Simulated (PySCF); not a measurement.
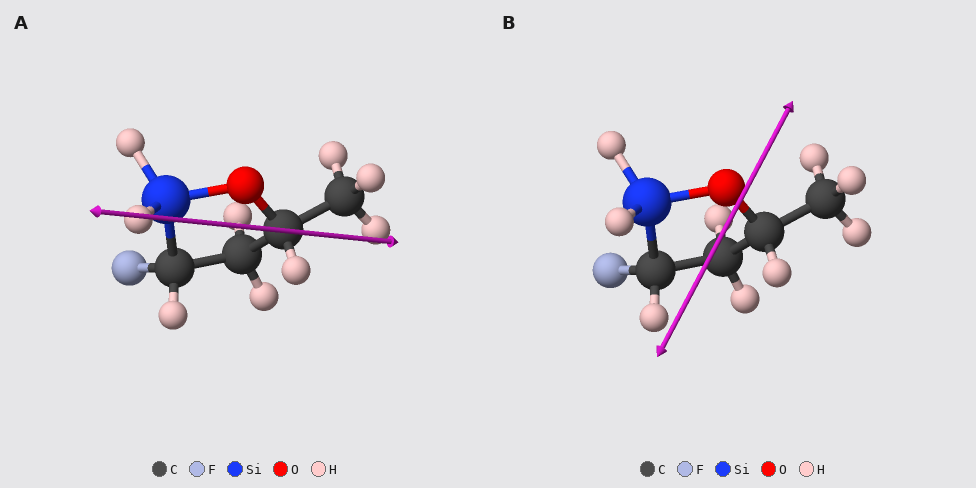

The double arrows show the directions of two transition dipoles from the ground state (lengths mean nothing). The geometry was computed by an optimisation with PBE0-D3(BJ)/def2-SVP. No frequency run is at hand to confirm it as a minimum. Properties computed with TDDFT B3LYP/def2-SVPD, vertical, gas phase, core orbitals frozen in the response (PySCF 2.14.0).

One belongs to singlet state 4 and one to singlet state 9. Which is which?

Answer. A: state 9, 8.03 eV (154 nm), oscillator strength 0.033, mainly HOMO → LUMO+4 (weight 0.51).
B: state 4, 7.36 eV (169 nm), oscillator strength 0.021, mainly HOMO−1 → LUMO+1 (weight 0.93).
